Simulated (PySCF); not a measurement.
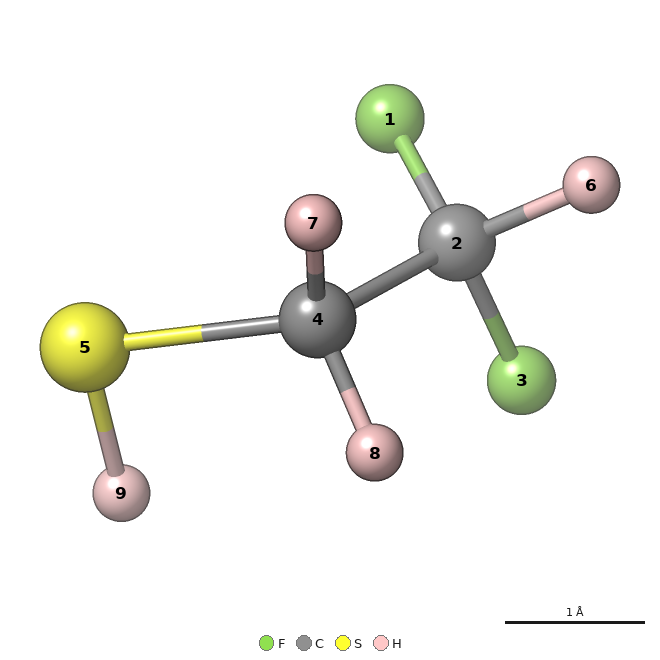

Orthographic view. Distant atoms are faded towards the background colour. Geometry: a frame of a GFN2-xTB molecular-dynamics simulation, not a minimum.

Write a MOL file (V2000) with the atoms in numerical order, bonds sorted by atom number with the orders drawn, and coordinates in the frame of the picture: x right, y up, z towards the viewer, origin at the mean position.

```
C2H4F2S
                    3D

  9  8  0  0  0  0  0  0  0  0999 V2000
    0.2700    1.3600   -1.1600 F   0  0  0  0  0  0  0  0  0  0  0  0
    0.7600    0.4600   -0.3100 C   0  0  0  0  0  0  0  0  0  0  0  0
    1.2200   -0.5300   -1.1100 F   0  0  0  0  0  0  0  0  0  0  0  0
   -0.2500   -0.0900    0.6800 C   0  0  0  0  0  0  0  0  0  0  0  0
   -1.9300   -0.2900    0.1000 S   0  0  0  0  0  0  0  0  0  0  0  0
    1.7300    0.8800    0.2000 H   0  0  0  0  0  0  0  0  0  0  0  0
   -0.2800    0.6100    1.4800 H   0  0  0  0  0  0  0  0  0  0  0  0
    0.1600   -1.0500    0.8000 H   0  0  0  0  0  0  0  0  0  0  0  0
   -1.6700   -1.3500   -0.6900 H   0  0  0  0  0  0  0  0  0  0  0  0
  1  2  1  0
  2  3  1  0
  2  4  1  0
  2  6  1  0
  4  5  1  0
  4  7  1  0
  4  8  1  0
  5  9  1  0
M  END
```
